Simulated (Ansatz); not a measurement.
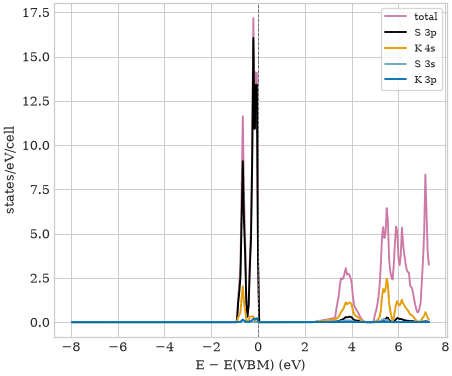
Figure: Total and projected density of states of K$_{2}$S (anti-fluorite, Fm-3m), LDA in the plane-wave PAW code Ansatz

Which orbitals carry the states next to the gap?

Top 1 eV of the valence band: S 3p 89 %, K 4s 7 %. Bottom 1 eV of the conduction band: K 4s 65 %, S 3s 16 %, S 3p 11 %, outside the projected shells 5 %. Projections are on Löwdin-orthogonalised atomic valence shells; empty p or d shells of many metals are not among them.

Symmetry was held in the LDA relaxation; phonons on a q-mesh show no instability.

Potentials: the later of the program's two PAW sets.
